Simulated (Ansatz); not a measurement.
**InH2O (SMILES [OH][InH]): methods side by side**

InH2O has 4 atoms, charge 0, and is taken as a doublet. As SMILES, `[OH][InH]`. The shape is that of a PBE0-D4/def2-TZVP optimisation.

```xyz
4

O    -0.2984   -1.0206    0.2950
In    0.5639    0.7466   -0.0885
H     0.2368   -1.6294    0.8091
H    -0.4467    1.8430   -1.0360
```

Each level gives the energy change with the O1–In2 bond stretched from 2.003 to 2.504 Å (eV). The values are calculated.

```json
{"level": "UHF/STO-3G", "kind": "Hartree–Fock", "program": "Ansatz", "value (eV)": "1.58", "less FCI/STO-3G": "-0.12"}
{"level": "USVWN5/STO-3G", "kind": "LDA", "program": "Ansatz", "value (eV)": "2.12", "less FCI/STO-3G": "+0.42"}
{"level": "UPBE/STO-3G", "kind": "GGA", "program": "Ansatz", "value (eV)": "1.87", "less FCI/STO-3G": "+0.17"}
{"level": "U-r2SCAN0/STO-3G", "kind": "hybrid meta-GGA", "program": "Ansatz", "value (eV)": "1.99", "less FCI/STO-3G": "+0.29"}
{"level": "UCAM-B3LYP/STO-3G", "kind": "range-separated hybrid", "program": "Ansatz", "value (eV)": "2.06", "less FCI/STO-3G": "+0.36"}
{"level": "RPA@PBE/STO-3G", "kind": "RPA", "program": "Ansatz", "value (eV)": "1.62", "less FCI/STO-3G": "-0.08"}
{"level": "UCCSD(T)/STO-3G", "kind": "coupled cluster or CI", "program": "Ansatz", "value (eV)": "1.73", "less FCI/STO-3G": "+0.03"}
{"level": "UCCSD/STO-3G", "kind": "coupled cluster or CI", "program": "Ansatz", "value (eV)": "1.63", "less FCI/STO-3G": "-0.07"}
{"level": "FCI/STO-3G", "kind": "exact in the basis", "program": "Ansatz", "value (eV)": "1.70", "less FCI/STO-3G": "0.00"}
```

FCI/STO-3G is exact within its basis and frozen core, so for wave-function methods in that basis the difference is their error; functionals converge differently with the basis, so for them it is only a difference. All-electron rows without a relativistic Hamiltonian named are non-relativistic. The first shape isn't each level's own minimum. The values span 1.58 to 2.12 eV. Spin contamination of the reference (⟨S²⟩ at least 0.1 too high) touches UHF/STO-3G, UCCSD(T)/STO-3G, UCCSD/STO-3G. All rows use very small basis sets, so none should be taken for the real molecule's value. In the correlated wave-function rows the outer d shell of In is correlated, in sets not made for it.

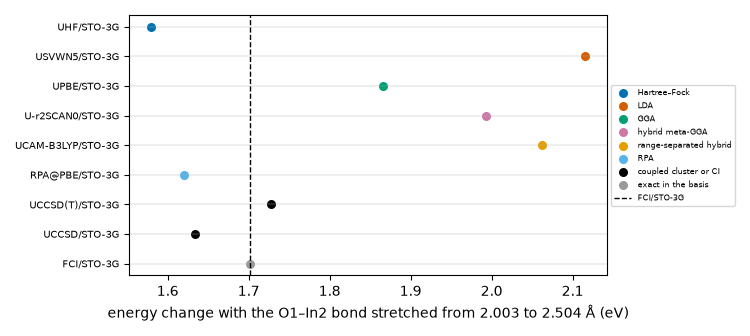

The values of the table, level by level.
